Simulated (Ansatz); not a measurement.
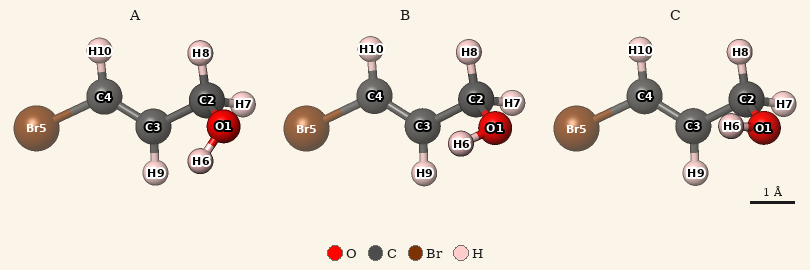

3 geometries from a converged minimum-energy path of C3H5BrO, shuffled. A ball-and-stick model, seen at a tilt.

These are results of RKS PBE/def2-SVP (Ansatz), not measurements. Settings: 7 movable images; climbing image; force threshold 0.03 eV/Å; iteration limit 42; starting path by image-dependent pair potential.

Which of them lies highest in energy?

Answer. A. In order along the path, whose images run from 0 to 8: C (image 0, 0.0 kJ/mol), B (image 2, +3.8 kJ/mol), A (image 4, +9.9 kJ/mol). The motion is a rotation about the O1–C2 bond by about 115°. No bond forms or breaks between the ends. Among the angles between lasting bonds that change up to the highest image: O1–C2–H7 105.6° → 109.8°, O1–C2–H8 112.8° → 108.9°.

The run took 2.7 min on 2 threads of Intel(R) Xeon(R) Platinum 8175M CPU @ 2.50GHz (Skylake/Cascade Lake), on a shared host, peak memory 0.17 GiB.
